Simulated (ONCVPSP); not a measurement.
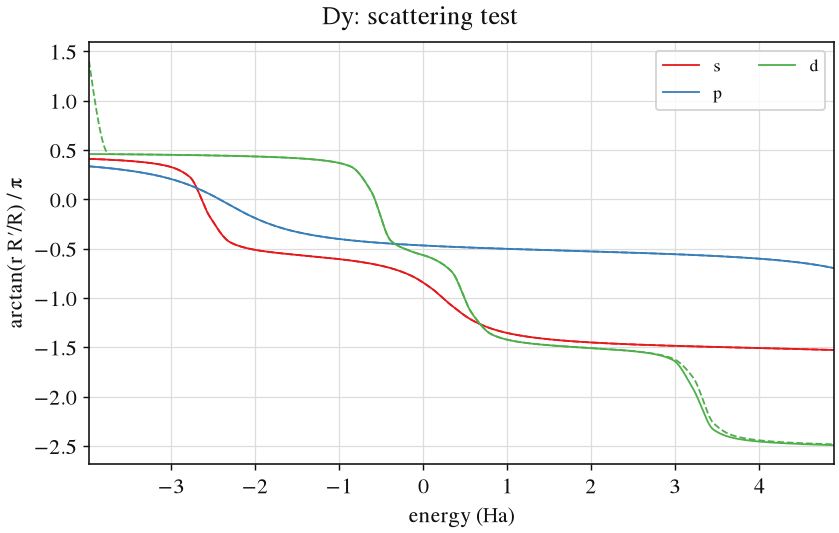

Unwrapped phase arctan(r R′/R) in units of π against energy, all-electron (solid) and pseudo (dashed); the pseudo phase is matched to the all-electron one at the reference energy. Here R(r) is the radial function. A near-vertical step is a level narrower than the spacing of the points behind the curves.

Input of ONCVPSP 4.0.1:

```
# ATOM AND REFERENCE CONFIGURATION
# atsym  z   nc   nv     iexc    psfile
  Dy 66.00   10    4        4      upf
#
#   n    l    f
    1    0    2.00
    2    0    2.00
    2    1    6.00
    3    0    2.00
    3    1    6.00
    3    2   10.00
    4    0    2.00
    4    1    6.00
    4    2   10.00
    4    3    9.00
    5    0    2.00
    5    1    6.00
    5    2    1.00
    6    0    0.50
#
# PSEUDOPOTENTIAL AND OPTIMIZATION
# lmax
    2
#
#   l,   rc,      ep,       ncon, nbas, qcut
    0    2.10    0.00    3    6    5.40
    1    1.55    0.00    4    7    6.30
    2    3.20    0.00    3    8    5.80
#
# LOCAL POTENTIAL
# lloc, lpopt,  rc(5),   dvloc0
    4    5    1.10    0.00
#
# VANDERBILT-KLEINMAN-BYLANDER PROJECTORs
# l, nproj, debl
    0    3    1.00
    1    3    3.20
    2    2    2.20
#
# MODEL CORE CHARGE
# icmod, fcfact, rcfact
    3    5.50    1.10
#
# LOG DERIVATIVE ANALYSIS
# epsh1, epsh2, depsh
   -4.00    5.00    0.02
#
# OUTPUT GRID
# rlmax, drl
    6.00    0.01
#
# TEST CONFIGURATIONS
# ncnf
    4
# nvcnf
#   n    l    f
    4
    5    0    2.00
    5    1    6.00
    5    2    1.00
    6    0    2.00
#
    4
    5    0    2.00
    5    1    6.00
    5    2    1.00
    6    0    1.00
#
    4
    5    0    2.00
    5    1    6.00
    5    2    1.00
    6    0    0.00
#
    5
    5    0    2.00
    5    1    6.00
    5    2    0.00
    6    0    2.00
    6    1    1.00
#
```

Run as:
```bash
oncvpsp.x < Dy.dat > Dy.out
```

Functional and relativity: PBE, scalar-relativistic.

Is there a sign of a ghost state?

Answer. Going away from the reference energies, the phases part by more than π/2 in: d at about -3.9 Ha (below its reference energy, pseudo phase higher, at the flagged ghost). Such a step is either a state that only one of the two atoms has or an ordinary level shifted in energy. The separate test gives: GHOST(-) flagged for d at -108.2 eV; GHOST(+) flagged for s at 33.5 eV (flags above 300 eV left out).

Give the range of good agreement (0.05 rad in phase) for each channel.

Answer. s: over the whole range drawn; p: over the whole range drawn; d: between about -3.8 and 3.0 Ha.
